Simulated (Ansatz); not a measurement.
# Decaying states in the gap of TlGeClF2, part 2 of 3

A new crystal, TlGeClF2: structure, gap and complex bands. It is built by putting Cl for part of the F in the TlGeF3 structure of space group P1, with the volume rescaled by atomic radii. The parent structure comes from the Materials Project.

Ansatz 0.2.0; PBEsol DFT, plane waves, PAW files (the session's first sound run).

So far. Step 2 (Cell and atoms at rest): The largest force component on a free atom ends at 0.0016 eV/Å.

The structure was built from a prototype and need not be the compound's stable phase.

## 3. The bulk crystal and its band edges

The energy window and the wavevectors of the next steps follow from the band edges, so these are searched first, off the mesh as well.

File input.yaml:

```yaml
crystal:
  lattice:
    - [4.633146137, 0.049053969, -0.3470575484]
    - [0.0191281096, 4.6634220559, -0.2996481381]
    - [-0.6779307754, -1.2922702349, 5.3634768846]
  atoms:
    - { symbol: Tl, position: [0.0606535022, 0.0756187562, 0.8962215441] }
    - { symbol: Ge, position: [0.4977086128, 0.4805193783, 0.4902948132] }
    - { symbol: F, position: [0.9057216802, 0.4862373285, 0.5403069006] }
    - { symbol: Cl, position: [0.549627727, 0.5735877429, 0.955583559] }
    - { symbol: F, position: [0.4862884777, 0.8940337941, 0.5575911832] }
kpoints:
  mp_grid: { grid: [6, 6, 6] }
  band_path: { path: [VBM, CBM], npoints: 30 }
scf:
  occupations: { method: fixed }
hamiltonian:
  xc: pbesol
output:
  eigenvalues: true
  write_potential: true
  write_density: true
  volumetric_format: npy
```

On the command line:

```sh
> ansatz run input.yaml --threads 2 --pin off --max-ram 4096MiB --backend cpu --events-out ev --progress --plain --runs-dir out
```

Numbers of over 12 decimals in the logs are rounded to 6 here.

What it wrote:

```text
[...]
Crystal: 5 atoms, lattice volume = 113.007 Å³
Basis set: ecut = 420 eV, 2205 PW (Γ)
Bands: 29, of which v1, the nominal top of the filled ones, is band 24 counted from 1 (23 counted from 0)
Symmetry: 1 space group operations
[...]
k-points: 112 of 216 (time reversal used)
[...]
SCF iter   1: F=—  HF=-18213.264288 eV  |F-HF|=—  |Δ(HF+E_count)|=         —  Δρ=8.75e-3  dr2=6.24e-2  ethr=1.77e-3  ⟨swp⟩=4.8  Hψ=11434  notcnv=0  defer=311
[...]
SCF iter   8: F=-18213.248328 eV  HF=-18213.248328 eV  |F-HF|=3.05e-9  |Δ(HF+E_count)|=   3.76e-7  Δρ=7.91e-6  dr2=5.23e-8  ethr=2.08e-10  ⟨swp⟩=8.8  Hψ=11715  notcnv=0
SCF 1 converged in 8 iterations: F = -18213.248328 eV  dr2 = 5.23e-8
[...]
NSCF: frozen V_eff on 112 k-points
[...]
SCF converged after 8 iterations
Free energy (F): -18213.248328 eV
[...]
Internal energy: -18213.248328 eV  (E = F + TS)
E sigma→0 (E₀):  -18213.248328 eV
Fermi energy:    3.417824 eV
[...]
--- Band table (eV; the first three rows and the last of 112) ---
  k-point 0: bands = [... 20 lower, 0.5990, 1.4818, 1.5753, 2.5614, 7.7516, 9.6256, 9.6950, 10.0464, ... 1 higher]
  k-point 1: bands = [... 20 lower, 0.6467, 1.5082, 1.5880, 2.5770, 7.6926, 9.1682, 9.6011, 9.9586, ... 1 higher]
  k-point 2: bands = [... 20 lower, 0.7260, 1.5575, 1.6147, 2.7348, 7.3307, 8.4431, 9.4845, 9.9715, ... 1 higher]
  k-point 111: bands = [... 20 lower, 0.8927, 1.3228, 1.4835, 3.3005, 7.3570, 7.6270, 8.0436, 9.3298, ... 1 higher]
```

Wall time 50 s (2 threads of Arm Neoverse V2, shared host); peak memory 0.52 GiB; 99 s of CPU time.

This step gave:

```yaml
free_energy: -18213.2483 eV
fermi_energy: 3.418 eV
gap_on_the_k_mesh: 3.327 eV
gap_on_path: 3.313 eV, by band count; negative where bands overlap
direct_gap_on_path: 3.327 eV
edge_places_on_path: 0, 1.401 1/A along the path
```

The electronic bands at the labelled points (eV, zero at the Fermi level (highest filled level under fixed occupations); v1 is the highest filled band, c1 the lowest empty one):

| point | v4 | v3 | v2 | v1 | c1 | c2 | c3 | c4 |
| --- | --- | --- | --- | --- | --- | --- | --- | --- |
| VBM | -2.66 | -1.66 | -0.76 | 0.00 | 3.33 | 3.66 | 4.49 | 5.08 |
| CBM | -2.66 | -1.67 | -0.75 | -0.07 | 3.31 | 3.71 | 4.65 | 5.12 |

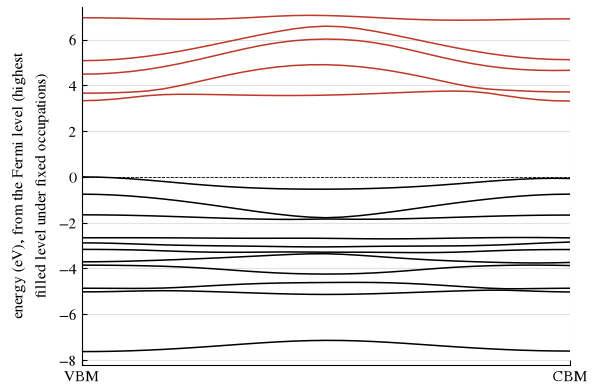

Electronic bands along the path; lines of filled and empty bands in two colours.

The searched edges give 3.31 eV, against 3.33 eV on the mesh.

## 4. Complex bands, plane (010)

This step: PBEsol DFT, plane waves, PAW files; complex bands by layer matching along the plane's normal (Ansatz 0.2.0).

The same crystal is laid in a cell whose first two vectors span the (010) plane (indices of the standard conventional cell, whose axes can be ordered otherwise than in the bulk input). At fixed energy and wavevector in the plane the solver finds all kz, real and complex. A few wavevectors are listed, (0, 0), (0.401, -0.4948) and (-0.5, -0.5) in units of the plane's reciprocal vectors; the slowest state needn't be among them.

File input.yaml:

```yaml
crystal:
  lattice:
    - [5.558456331, 0.0, 0.0]
    - [-0.911364266, 4.556129227, 0.0]
    - [-1.3756562, -0.182687107, 4.46227023]
  atoms:
    - { symbol: Tl, position: [0.8962215441, 0.0606535022, 0.0756187562] }
    - { symbol: Ge, position: [0.4902948132, 0.4977086128, 0.4805193783] }
    - { symbol: F, position: [0.5403069006, 0.9057216802, 0.4862373285] }
    - { symbol: Cl, position: [0.955583559, 0.549627727, 0.5735877429] }
    - { symbol: F, position: [0.5575911832, 0.4862884777, 0.8940337941] }
kpoints:
  mp_grid: { grid: [6, 6, 6] }
scf:
  occupations: { method: fixed }
hamiltonian:
  xc: pbesol
output:
  eigenvalues: true
  transmission:
    leads: [[0, 0]]
    kpoints: [[0.0, 0.0], [0.401, -0.4948], [-0.5, -0.5]]
    e_range: [-1.0, 4.31]
    de: 0.13
```

What it wrote:

```text
[...]
Crystal: 5 atoms, lattice volume = 113.007 Å³
Basis set: ecut = 420 eV, 2205 PW (Γ)
Bands: 29, of which v1, the nominal top of the filled ones, is band 24 counted from 1 (23 counted from 0)
Symmetry: 1 space group operations
[...]
k-points: 112 of 216 (time reversal used)
[...]
SCF iter   1: F=—  HF=-18213.264284 eV  |F-HF|=—  |Δ(HF+E_count)|=         —  Δρ=8.75e-3  dr2=6.24e-2  ethr=1.77e-3  ⟨swp⟩=4.8  Hψ=11432  notcnv=0  defer=312
[...]
SCF iter   8: F=-18213.248328 eV  HF=-18213.248328 eV  |F-HF|=9.08e-9  |Δ(HF+E_count)|=   3.77e-7  Δρ=8.61e-6  dr2=6.05e-8  ethr=2.08e-10  ⟨swp⟩=8.8  Hψ=11840  notcnv=0
SCF 1 converged in 8 iterations: F = -18213.248328 eV  dr2 = 6.05e-8
[...]
transmission: 6 of 18 steps passed
transmission: 12 of 18 steps passed
transmission: 18 of 18 steps passed
SCF converged after 8 iterations
Free energy (F): -18213.248328 eV
[...]
Internal energy: -18213.248328 eV  (E = F + TS)
E sigma→0 (E₀):  -18213.248328 eV
Fermi energy:    3.417823 eV
[...]
--- Band table (eV; the first three rows and the last of 112) ---
  k-point 0: bands = [... 20 lower, 0.5990, 1.4818, 1.5753, 2.5614, 7.7516, 9.6256, 9.6950, 10.0464, ... 1 higher]
  k-point 1: bands = [... 20 lower, 0.6929, 1.5501, 1.8235, 2.5442, 7.7357, 8.7911, 9.5134, 9.9001, ... 1 higher]
  k-point 2: bands = [... 20 lower, 0.9592, 1.6178, 2.2658, 2.6241, 7.6388, 7.8182, 8.9090, 9.3558, ... 1 higher]
  k-point 111: bands = [... 20 lower, 0.8927, 1.3228, 1.4835, 3.3005, 7.3570, 7.6270, 8.0435, 9.3298, ... 1 higher]
--- Transmission ---
  basis      : 223 plane waves across, 6 finite elements along
  points     : 3, as listed
  energies   : 41 from -1.000000 to 4.200000 eV about the Fermi level, 0.130000 eV apart; the leads are filled to 1.663627 eV, and channels, transmission and decay are at 1.600000 eV
  crystal 0  : Ge1F2Cl1Tl1, at the sites [0, 0], period 4.4623 Å: whole cells are its period
    offset         : up to 0.0000 Å between an atom of the period and one for which it stands
    channels       : 0.000000e0 a spin
    conductance    : none, the energies end too early or step too widely for 300 K: set another output.transmission.e_range or a lower de, or, where they end at an eighth of basis.ecutwfc, a higher one
    slowest decay  : 0.3708 /Å at (0.0000, 0.0000)
```

Run time: 40 s. Hardware: 2 threads; peak memory 0.71 GiB.

Numbers from this step:

```
level to which the leads are filled                       : 1.664 eV from the Fermi level
decay constant at the filling level, zone centre          : 0.3708 Å⁻¹
decay constant at the filling level, slowest listed point : 0.3708 Å⁻¹
```

K parallel (0, 0); values up to 1.5 1/Å, a degenerate pair printed once or twice; energies at which all values exceed this have no row. The Im kz of the slowest decaying states by energy, zero at the highest filled level on the SCF mesh:

| energy (eV) | decay 1 (Å⁻¹) | decay 2 (Å⁻¹) | decay 3 (Å⁻¹) | decay 4 (Å⁻¹) |
| --- | --- | --- | --- | --- |
| -1.000 | 0.186 | 0.235 | 0.575 | 0.984 |
| -0.480 | 0.145 | 0.441 | 0.618 | 0.652 |
| 0.040 | 0.291 | 0.526 | 0.724 | 0.753 |
| 0.560 | 0.348 | 0.620 | 0.658 | 0.855 |
| 0.950 | 0.368 | 0.618 | 0.656 | 0.853 |
| 1.470 | 0.373 | 0.588 | 0.651 | 0.835 |
| 1.990 | 0.358 | 0.559 | 0.631 | 0.806 |
| 2.510 | 0.322 | 0.524 | 0.599 | 0.767 |
| 3.030 | 0.262 | 0.480 | 0.558 | 0.717 |
| 3.550 | 0.151 | 0.418 | 0.505 | 0.650 |
| 3.940 | 0.345 | 0.454 | 0.577 | 0.822 |

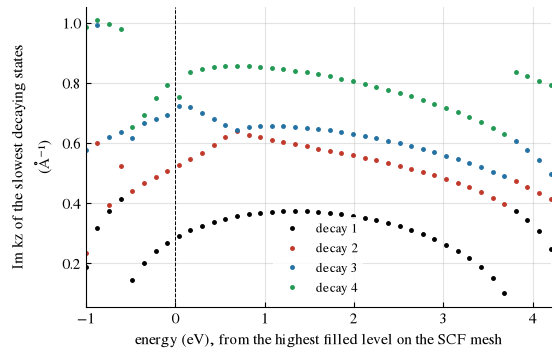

Im kz of the slowest decaying states against energy.

K parallel (0.401, -0.4948); values up to 1.5 1/Å, a degenerate pair printed once or twice; energies at which all values exceed this have no row. The Im kz of the slowest decaying states by energy, zero at the highest filled level on the SCF mesh:

| energy (eV) | decay 1 (Å⁻¹) | decay 2 (Å⁻¹) | decay 3 (Å⁻¹) | decay 4 (Å⁻¹) |
| --- | --- | --- | --- | --- |
| -1.000 | 0.371 | 0.522 | 0.563 | 0.894 |
| -0.480 | 0.259 | 0.383 | 0.426 | 0.477 |
| 0.040 | 0.210 | 0.291 | 0.387 | 0.636 |
| 0.560 | 0.366 | 0.391 | 0.430 | 0.688 |
| 0.950 | 0.407 | 0.412 | 0.439 | 0.688 |
| 1.470 | 0.419 | 0.432 | 0.445 | 0.628 |
| 1.990 | 0.411 | 0.417 | 0.463 | 0.541 |
| 2.510 | 0.360 | 0.390 | 0.444 | 0.473 |
| 3.030 | 0.265 | 0.354 | 0.374 | 0.384 |
| 3.550 | 0.176 | 0.296 | 0.379 | 0.512 |
| 3.940 | 0.228 | 0.358 | 0.401 | 0.836 |

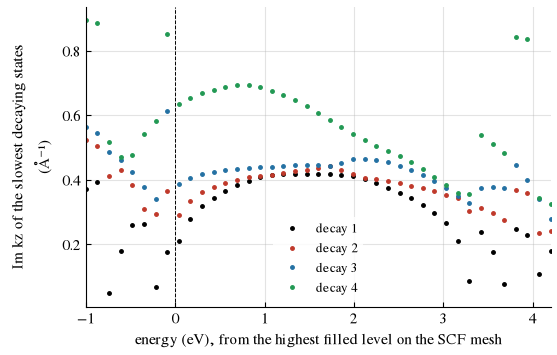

Im kz of the slowest decaying states, plotted against energy.

K parallel (-0.5, -0.5); values up to 1.5 1/Å, a degenerate pair printed once or twice; energies at which all values exceed this have no row. Im kz of the slowest decaying states against energy, zero at the highest filled level on the SCF mesh:

| energy (eV) | decay 1 (Å⁻¹) | decay 2 (Å⁻¹) | decay 3 (Å⁻¹) | decay 4 (Å⁻¹) |
| --- | --- | --- | --- | --- |
| -1.000 | 0.376 | 0.523 | 0.952 | 1.10 |
| -0.480 | 0.244 | 0.409 | 0.460 | 0.903 |
| 0.040 | 0.136 | 0.298 | 0.391 | 0.581 |
| 0.560 | 0.366 | 0.396 | 0.412 | 0.667 |
| 0.950 | 0.416 | 0.418 | 0.678 | 0.829 |
| 1.470 | 0.422 | 0.439 | 0.628 | 0.807 |
| 1.990 | 0.414 | 0.416 | 0.508 | 0.782 |
| 2.510 | 0.357 | 0.395 | 0.469 | 0.746 |
| 3.030 | 0.253 | 0.361 | 0.403 | 0.615 |
| 3.550 | 0.213 | 0.310 | 0.397 | 0.784 |
| 3.940 | 0.0255 | 0.223 | 0.328 | 0.786 |

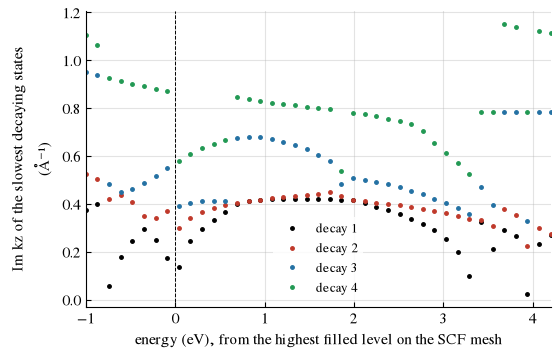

Im kz of the slowest decaying states against energy.

At the listed wavevectors the last open channel is at -0.09 eV and the next at +3.42 eV on the grid. At +1.60 eV, the grid energy nearest the filling level (the middle of the gap on the SCF mesh), the slowest state at the listed wavevectors decays with κ = 0.371 Å⁻¹, its amplitude falling by e over 2.7 Å. Through 1 nm of this crystal that state's transmission falls by exp(−2 × 0.371 Å⁻¹ × 10 Å) = 6.0e-4.

## 5. Complex bands, plane (100)

The same for the (100) plane, at (0, 0), (0.0052, 0.401) and (0, -0.5), to see how the decay depends on direction.

File input.yaml:

```yaml
crystal:
  lattice:
    - [4.673078232, 0.0, 0.0]
    - [-1.636292938, 5.312154196, 0.0]
    - [0.090171364, -0.925845058, 4.55231572]
  atoms:
    - { symbol: Tl, position: [0.0756187562, 0.8962215441, 0.0606535022] }
    - { symbol: Ge, position: [0.4805193783, 0.4902948132, 0.4977086128] }
    - { symbol: F, position: [0.4862373285, 0.5403069006, 0.9057216802] }
    - { symbol: Cl, position: [0.5735877429, 0.955583559, 0.549627727] }
    - { symbol: F, position: [0.8940337941, 0.5575911832, 0.4862884777] }
kpoints:
  mp_grid: { grid: [6, 6, 6] }
scf:
  occupations: { method: fixed }
hamiltonian:
  xc: pbesol
output:
  eigenvalues: true
  transmission:
    leads: [[0, 0]]
    kpoints: [[0.0, 0.0], [0.0052, 0.401], [0.0, -0.5]]
    e_range: [-1.0, 4.31]
    de: 0.09
```

What it wrote:

```text
[...]
Crystal: 5 atoms, lattice volume = 113.007 Å³
Basis set: ecut = 420 eV, 2205 PW (Γ)
Bands: 29, of which v1, the nominal top of the filled ones, is band 24 counted from 1 (23 counted from 0)
Symmetry: 1 space group operations
[...]
k-points: 112 of 216 (time reversal used)
[...]
SCF iter   1: F=—  HF=-18213.264291 eV  |F-HF|=—  |Δ(HF+E_count)|=         —  Δρ=8.75e-3  dr2=6.24e-2  ethr=1.77e-3  ⟨swp⟩=4.8  Hψ=11432  notcnv=0  defer=314
[...]
SCF iter   8: F=-18213.248328 eV  HF=-18213.248328 eV  |F-HF|=2.34e-9  |Δ(HF+E_count)|=   3.75e-7  Δρ=7.23e-6  dr2=4.51e-8  ethr=2.08e-10  ⟨swp⟩=8.8  Hψ=11619  notcnv=0
SCF 1 converged in 8 iterations: F = -18213.248328 eV  dr2 = 4.51e-8
[...]
transmission: 7 of 21 steps passed
transmission: 14 of 21 steps passed
transmission: 21 of 21 steps passed
SCF converged after 8 iterations
Free energy (F): -18213.248328 eV
[...]
Internal energy: -18213.248328 eV  (E = F + TS)
E sigma→0 (E₀):  -18213.248328 eV
Fermi energy:    3.417825 eV
[...]
--- Band table (eV; the first three rows and the last of 112) ---
  k-point 0: bands = [... 20 lower, 0.5990, 1.4818, 1.5753, 2.5614, 7.7516, 9.6256, 9.6950, 10.0464, ... 1 higher]
  k-point 1: bands = [... 20 lower, 0.6757, 1.5185, 1.8221, 2.5699, 7.7767, 8.8489, 9.4362, 9.9357, ... 1 higher]
  k-point 2: bands = [... 20 lower, 0.8996, 1.5730, 2.2702, 2.6805, 7.6413, 8.0845, 8.8006, 9.3617, ... 1 higher]
  k-point 111: bands = [... 20 lower, 0.8927, 1.3228, 1.4835, 3.3005, 7.3570, 7.6270, 8.0436, 9.3298, ... 1 higher]
--- Transmission ---
  basis      : 219 plane waves across, 7 finite elements along
  points     : 3, as listed
[...]
crystal 0  : F2Ge1Cl1Tl1, at the sites [0, 0], period 4.5523 Å: whole cells are its period
[...]
channels       : 0.000000e0 a spin
[...]
slowest decay  : 0.3470 /Å at (0.0052, 0.4010)
```

The job ended after 59 s (2 threads; peak memory 0.65 GiB).

Numbers from this step:

- decay constant at the filling level, zone centre: 0.3879 Å⁻¹
- decay constant at the filling level, slowest listed point: 0.347 Å⁻¹

K parallel (0, 0); values up to 1.5 1/Å, a degenerate pair printed once or twice; energies at which all values exceed this have no row. Table of Im kz of the slowest decaying states by energy, zero at the highest filled level on the SCF mesh:

| energy (eV) | decay 1 (Å⁻¹) | decay 2 (Å⁻¹) | decay 3 (Å⁻¹) | decay 4 (Å⁻¹) |
| --- | --- | --- | --- | --- |
| -1.000 | 0.311 | 0.538 | 0.914 | 1.15 |
| -0.460 | 0.173 | 0.328 | 0.607 | 0.609 |
| -0.010 | 0.301 | 0.403 | 0.634 | 0.768 |
| 0.530 | 0.361 | 0.448 | 0.644 | 0.834 |
| 0.980 | 0.385 | 0.469 | 0.640 | 0.830 |
| 1.520 | 0.391 | 0.484 | 0.622 | 0.804 |
| 1.970 | 0.380 | 0.493 | 0.597 | 0.773 |
| 2.510 | 0.347 | 0.515 | 0.543 | 0.727 |
| 2.960 | 0.300 | 0.515 | 0.632 | 0.677 |
| 3.500 | 0.206 | 0.491 | 0.505 | 0.594 |
| 4.040 | 0.415 | 0.421 | 0.445 | 0.797 |

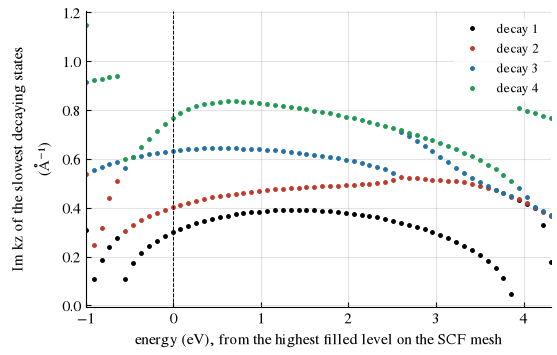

Im kz of the slowest decaying states against energy.

K parallel (0.0052, 0.401); values up to 1.5 1/Å, a degenerate pair printed once or twice; energies at which all values exceed this have no row. The Im kz of the slowest decaying states by energy, zero at the highest filled level on the SCF mesh:

| energy (eV) | decay 1 (Å⁻¹) | decay 2 (Å⁻¹) | decay 3 (Å⁻¹) | decay 4 (Å⁻¹) |
| --- | --- | --- | --- | --- |
| -1.000 | 0.464 | 0.525 | 0.584 | 0.851 |
| -0.460 | 0.232 | 0.599 | 0.770 | 0.790 |
| -0.010 | 0.109 | 0.309 | 0.627 | 0.769 |
| 0.530 | 0.306 | 0.333 | 0.639 | 0.770 |
| 0.980 | 0.342 | 0.354 | 0.636 | 0.763 |
| 1.520 | 0.350 | 0.359 | 0.621 | 0.744 |
| 1.970 | 0.338 | 0.348 | 0.599 | 0.717 |
| 2.510 | 0.294 | 0.319 | 0.564 | 0.666 |
| 2.960 | 0.204 | 0.292 | 0.525 | 0.590 |
| 3.500 | 0.190 | 0.359 | 0.464 | 0.715 |
| 4.040 | 0.241 | 0.304 | 0.378 | 0.704 |

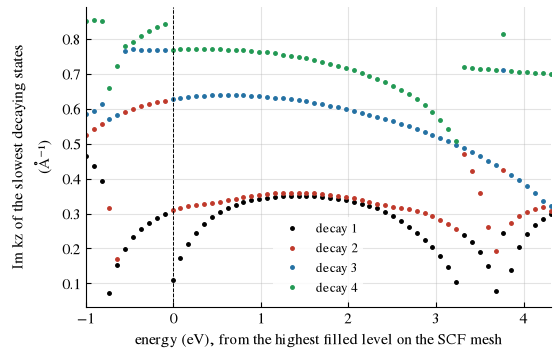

Im kz of the slowest decaying states against energy.

K parallel (0, -0.5); values up to 1.5 1/Å, a degenerate pair printed once or twice; energies at which all values exceed this have no row. Table of Im kz of the slowest decaying states by energy, zero at the highest filled level on the SCF mesh:

| energy (eV) | decay 1 (Å⁻¹) | decay 2 (Å⁻¹) | decay 3 (Å⁻¹) | decay 4 (Å⁻¹) |
| --- | --- | --- | --- | --- |
| -1.000 | 0.527 | 0.541 | 0.859 | 1.13 |
| -0.460 | 0.231 | 0.600 | 0.763 | 1.04 |
| -0.010 | 0.308 | 0.627 | 0.796 | 1.10 |
| 0.530 | 0.314 | 0.637 | 0.812 | 1.06 |
| 0.980 | 0.345 | 0.634 | 0.812 | 1.03 |
| 1.520 | 0.353 | 0.619 | 0.798 | 1.06 |
| 1.970 | 0.342 | 0.597 | 0.771 | 1.00 |
| 2.510 | 0.285 | 0.330 | 0.561 | 0.716 |
| 2.960 | 0.199 | 0.303 | 0.522 | 0.558 |
| 3.500 | 0.158 | 0.202 | 0.460 | 0.725 |
| 4.040 | 0.290 | 0.365 | 0.704 | 0.845 |

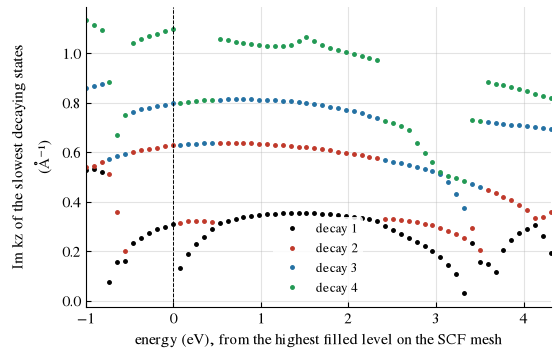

Im kz of the slowest decaying states against energy.

At the listed wavevectors the last open channel is at -0.01 eV and the next at +3.32 eV on the grid. At +1.70 eV, the grid energy nearest the filling level (the middle of the gap on the SCF mesh), the slowest state at the listed wavevectors decays with κ = 0.347 Å⁻¹, its amplitude falling by e over 2.9 Å; the first such run, plane (010), gave 0.371 Å⁻¹.

(Continued in part 3 of 3.)

[Logs are printed without paths, hosts, clocks, repeated set-up lines and the standing remarks that a program may print on its own settings, such as how far it seeks lower states.]

[Hosts, paths, dates, database ids (printed as entryN), source tags and the programs' standing remarks are cut or masked in the printed files.]

[New means built here by substitution; the compound itself may be known and measured.]
